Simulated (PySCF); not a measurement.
# One shape, several levels: CH5Ge (SMILES [CH3][GeH2])

Wanted: a comparison of 4 runs (UMP2/def2-TZVPP, USCS-MP2/pcseg-1, DF-CCSD(T)/pc-0, MC-PDFT(3,3)/Sapporo-DZP) of CH5Ge. 

The results are computed with PySCF 2.14.0.

2 further runs of the same task are left out: 2 set aside as unsound or not needed.

### Step 1. The molecule

CH5Ge has 7 atoms, charge 0, and is taken as a doublet. As SMILES, `[CH3][GeH2]`. The shape is that of a PBE0-D4/def2-TZVP optimisation.

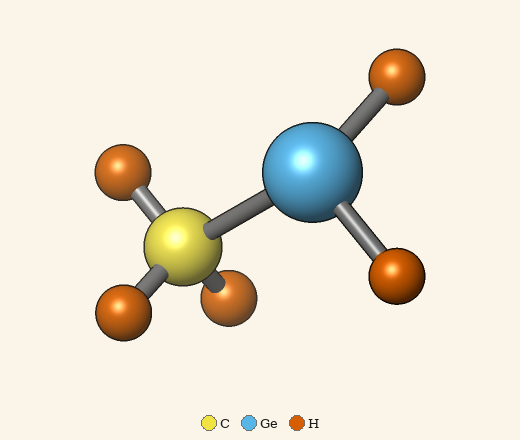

The structure, seen from a chosen angle (carbon yellow, germanium blue, hydrogen orange).

### Step 2. A single-point energy at UMP2/def2-TZVPP (sfX2C, density fitting, SMD benzene) (run 1)

job.py

```python
from pyscf import gto, scf, mp, solvent

molecule = gto.M(
    atom='''
C   -0.247600  -0.809300  -0.206400
Ge   0.396000   0.824800   0.663000
H   -1.153200  -1.166400   0.283800
H    0.513100  -1.588100  -0.157000
H   -0.473200  -0.603400  -1.255600
H   -0.673100   1.940800   0.621200
H    1.699200   1.333700   0.005300
''',
    spin=1,
    max_memory=1860,
    basis='def2-tzvpp',
    verbose=3,
    symmetry=True,
)

mf = scf.UHF(molecule)
mf = mf.x2c()
mf = mf.density_fit()
mf = mf.SMD()
mf.with_solvent.solvent = 'benzene'
mf.level_shift = 0.2
mf.max_cycle = 100
mf.kernel()

pt = mp.MP2(mf, frozen=10).run()
e_final = pt.e_tot
print('E(%s) = %.9f' % ('MP2', e_final))
mf.analyze()
```

Run with:

```console
$ OMP_NUM_THREADS=1 python job.py
```

The program printed:

```text
converged SCF energy = -2133.30972890353  <S^2> = 0.75415511  2S+1 = 2.0041508
E(DFUMP2) = -2133.74017912321  E_corr = -0.430450219678519
E(SCS-DFUMP2) = -2133.73197447019  E_corr = -0.422245566666032
E(MP2) = -2133.740179123
**** MO energy ****
                             alpha | beta                alpha | beta
MO #1   energy= -409.794622797581  | -409.792298743139  occ= 1 | 1
MO #2   energy= -53.2749845944158  | -53.2738863007749  occ= 1 | 1
MO #3   energy= -46.6568935795388  | -46.6538143375218  occ= 1 | 1
MO #4   energy= -46.6540246665832  | -46.6535755193292  occ= 1 | 1
MO #5   energy= -46.653804268767   | -46.6528761482176  occ= 1 | 1
MO #6   energy= -11.2179336636663  | -11.2170168967185  occ= 1 | 1
MO #7   energy= -7.34411328724526  | -7.33896760097942  occ= 1 | 1
MO #8   energy= -5.20344598938701  | -5.19564958824076  occ= 1 | 1
MO #9   energy= -5.19611819273325  | -5.19506617617145  occ= 1 | 1
MO #10  energy= -5.19547832661443  | -5.19085276020528  occ= 1 | 1
[... 135 lines of this table left out ...]
MO #146 energy= 5.99169392854368   | 5.99269959697625   occ= 0 | 0
MO #147 energy= 5.99487301330924   | 5.9951726198075    occ= 0 | 0
MO #148 energy= 6.58665553841198   | 6.59126692833284   occ= 0 | 0
MO #149 energy= 24.2748154933617   | 24.2755377508901   occ= 0 | 0

To work with the spin densities directly, `use mulliken_meta_spin()` only printing them here.

 ** Mulliken spin pop alpha/beta on meta-lowdin orthogonal AOs **
 ** Mulliken Spin Density (per atom)  **
spin density of  0 C =      0.01349
spin density of  1 Ge =      0.94851
spin density of  2 H =     -0.00167
spin density of  3 H =     -0.00170
spin density of  4 H =      0.02108
spin density of  5 H =      0.01015
spin density of  6 H =      0.01014
 ** Mulliken pop alpha/beta on meta-lowdin orthogonal AOs **
 ** Mulliken atomic charges   ( Nelec_alpha | Nelec_beta ) **
charge of  0C =     -0.50980  (     3.26164      3.24816 )
charge of  1Ge =      0.37599  (    16.28626     15.33775 )
charge of  2H =      0.11380  (     0.44226      0.44394 )
charge of  3H =      0.11384  (     0.44223      0.44393 )
charge of  4H =      0.11304  (     0.45402      0.43294 )
charge of  5H =     -0.10343  (     0.55679      0.54664 )
charge of  6H =     -0.10344  (     0.55679      0.54665 )
Dipole moment(X, Y, Z, Debye): -0.27773, -0.78690, -0.29339
```

Wall time 57 s (1 thread of Arm Neoverse V2, shared host); peak memory 0.64 GiB.

### Step 3. A single-point energy at USCS-MP2/pcseg-1 (sfX2C, density fitting) (run 2)

input.py

```python
# [CH3][GeH2]
from pyscf import gto, scf, mp

molecule = gto.M(
    atom=[
    ('C', (-0.247600, -0.809300, -0.206400)),
    ('Ge', (0.396000, 0.824800, 0.663000)),
    ('H', (-1.153200, -1.166400, 0.283800)),
    ('H', (0.513100, -1.588100, -0.157000)),
    ('H', (-0.473200, -0.603400, -1.255600)),
    ('H', (-0.673100, 1.940800, 0.621200)),
    ('H', (1.699200, 1.333700, 0.005300)),
],
    spin=1,
    basis='pcseg-1',
    charge=0,
    verbose=3,
    max_memory=1860,
)

mf = scf.UHF(molecule)
mf = mf.sfx2c1e()
mf = mf.density_fit()
mf.max_cycle = 100
mf = mf.newton()
mf.kernel()

pt = mp.MP2(mf).run()
etot = mf.e_tot + 1.2 * pt.e_corr_os + pt.e_corr_ss / 3
print(f'total energy: {etot:.8f} hartree')
```

Run with:

```console
$ OMP_NUM_THREADS=1 python input.py
```

The program printed:

```text
WARN: Even tempered Gaussians are generated as DF auxbasis for  Ge H C

converged SCF energy = -2133.0635464414  <S^2> = 0.75335784  2S+1 = 2.003355
E(DFUMP2) = -2133.31862498631  E_corr = -0.255078544909616
E(SCS-DFUMP2) = -2133.32264991121  E_corr = -0.259103469805964
total energy: -2133.32264991 hartree
```

Wall time 3.6 s (1 thread of Arm Neoverse V2, shared host); peak memory 0.14 GiB.

Run 3 isn't shown in full; the table further down has it.

### Step 4. A single-point energy at MC-PDFT(3,3)/Sapporo-DZP (run 4)

calc.py

```python
# [CH3][GeH2]
import numpy
from pyscf import gto, scf, mcscf, mcpdft

molecule = gto.Mole()
molecule.atom = [
    ('C', (-0.247600, -0.809300, -0.206400)),
    ('Ge', (0.396000, 0.824800, 0.663000)),
    ('H', (-1.153200, -1.166400, 0.283800)),
    ('H', (0.513100, -1.588100, -0.157000)),
    ('H', (-0.473200, -0.603400, -1.255600)),
    ('H', (-0.673100, 1.940800, 0.621200)),
    ('H', (1.699200, 1.333700, 0.005300)),
]
molecule.verbose = 3
molecule.charge = 0
molecule.max_memory = 1860
molecule.spin = 1
molecule.basis = 'sapporo-dzp'
molecule.build()

mf = molecule.ROHF()
mf.level_shift = 0.1
mf.kernel()
if not mf.converged:
    mf = mf.newton().run(mf.mo_coeff, mf.mo_occ)

uhf = scf.addons.convert_to_uhf(mf)
uhf.kernel(uhf.make_rdm1(uhf.stability()[0], uhf.mo_occ))
noons, natorbs = mcscf.addons.make_natural_orbitals(uhf)
print('natural occupations', numpy.round(noons[:40], 4))
cas = mcpdft.CASSCF(mf, 'tBLYP', 3, 3)
cas.fix_spin_(ss=0.75)
cas.natorb = True
cas.kernel(natorbs)
energy = cas.e_tot
print('E = %.10f Eh' % energy)
mf.analyze()
```

Run with:

```console
$ OMP_NUM_THREADS=1 python calc.py
```

The program printed:

```text
converged SCF energy = -2116.09476393174
<class 'pyscf.scf.uhf.UHF'> wavefunction is stable in the internal stability analysis
converged SCF energy = -2116.09620111535  <S^2> = 0.75368329  2S+1 = 2.0036799
natural occupations [2.0000e+00 2.0000e+00 2.0000e+00 2.0000e+00 2.0000e+00 2.0000e+00
 2.0000e+00 2.0000e+00 2.0000e+00 2.0000e+00 2.0000e+00 2.0000e+00
 2.0000e+00 2.0000e+00 2.0000e+00 2.0000e+00 2.0000e+00 1.9999e+00
 1.9999e+00 1.9999e+00 1.9986e+00 1.0000e+00 1.4000e-03 1.0000e-04
 1.0000e-04 1.0000e-04 0.0000e+00 0.0000e+00 0.0000e+00 0.0000e+00
 0.0000e+00 0.0000e+00 0.0000e+00 0.0000e+00 0.0000e+00 0.0000e+00
 0.0000e+00 0.0000e+00 0.0000e+00 0.0000e+00]
CASSCF energy = -2116.10890057275
CASCI E = -2116.10890057275  E(CI) = -2.44760480663444  S^2 = 0.7500000
MC-PDFT state 0 E = -2118.036669557946, Eot(tBLYP) = -86.42474550201307
E = -2118.0366695579 Eh
**** MO energy ****
                Roothaan           | alpha              | beta
MO #1   energy= -405.223158939824  | -405.224282174564  | -405.222035705085  occ= 2
MO #2   energy= -52.1373032591289  | -52.1384250708515  | -52.1361814474068  occ= 2
MO #3   energy= -46.228349203673   | -46.2310471263141  | -46.2256512810318  occ= 2
MO #4   energy= -46.2274405001544  | -46.2279895619195  | -46.226891438389   occ= 2
MO #5   energy= -46.227213606885   | -46.2277918816642  | -46.2266353321058  occ= 2
MO #6   energy= -11.2260178214226  | -11.2264891430228  | -11.2255464998233  occ= 2
MO #7   energy= -7.17830010120319  | -7.18154902155313  | -7.17505118085377  occ= 2
MO #8   energy= -5.15409271773518  | -5.16099724854586  | -5.14718818692497  occ= 2
MO #9   energy= -5.15304865956474  | -5.1542583300497   | -5.15183898907976  occ= 2
MO #10  energy= -5.15267774309624  | -5.15396180677722  | -5.15139367941544  occ= 2
[... 52 lines of this table left out ...]
MO #63  energy= 2.8491478913623    | 2.84842158825632   | 2.84987419446825   occ= 0
MO #64  energy= 3.13964203096385   | 3.13905880168212   | 3.14022526025429   occ= 0
MO #65  energy= 3.25395160598177   | 3.25317707963847   | 3.25472613231857   occ= 0
MO #66  energy= 3.27345041313696   | 3.27305667676567   | 3.27384414950828   occ= 0
 ** Mulliken atomic charges  **
charge of    0C =     -0.46080
charge of    1Ge =      0.37040
charge of    2H =      0.09827
charge of    3H =      0.09830
charge of    4H =      0.09694
charge of    5H =     -0.10155
charge of    6H =     -0.10156
Dipole moment(X, Y, Z, Debye): -0.24662, -0.63622, -0.32176
```

Wall time 13 s (1 thread of Arm Neoverse V2, shared host); peak memory 0.33 GiB.

### Step 5. The series

| run | level | frozen core orbitals | solver | energy (Eh) | dipole moment (D) of the reference | HOMO energy (eV) | LUMO energy (eV) | wall time |
| --- | --- | --- | --- | --- | --- | --- | --- | --- |
| 1 | UMP2/def2-TZVPP (sfX2C, density fitting, SMD benzene) | 10 | DIIS | -2133.740179 | 0.88 | -8.43 | 1.61 | 57 s |
| 2 | USCS-MP2/pcseg-1 (sfX2C, density fitting) | 0 | newton | -2133.322650 | 0.72 | -8.60 | 1.35 | 3.6 s |
| 3 | DF-CCSD(T)/pc-0 | 10 | DIIS | -2114.537212 | 0.64 | -8.37 | 1.85 | 4.2 s |
| 4 | MC-PDFT(3,3)/Sapporo-DZP | – | DIIS+newton | -2118.036670 | 0.75 | – | – | 13 s |

### Step 6. Summary of results

| quantity | value |
| --- | --- |
| run 4: total energy | -2118.03667 Eh |
| run 4: dipole moment (Hartree–Fock density) | 0.75 D |

**Reading.** Some runs of one species differ in core potentials or relativity; totals across that change don't compare. All runs together took 77 s, the longest 57 s.
